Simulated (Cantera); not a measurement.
A closed system holds: 1 mol H₂O, 0.032 mol SO₂, at 0.133 bar.

These are equilibrium values from Cantera (NASA tables, ideal gas, pure condensed phases), not measurements of a reactor. Candidate condensed phases: H₂O, H₂SO₄, S; 19 gas species. Kinetics and transport are ignored.

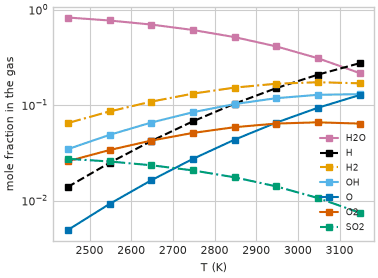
Figure. Equilibrium gas composition (values under 1e-9 drawn at 1e-9)

**Question.** Read off the mole fractions at 2948 K.

**Answer.** H₂O about 0.41, H₂ about 0.17, H about 0.15, OH about 0.12, O about 0.065, O₂ about 0.064, SO₂ about 0.014.
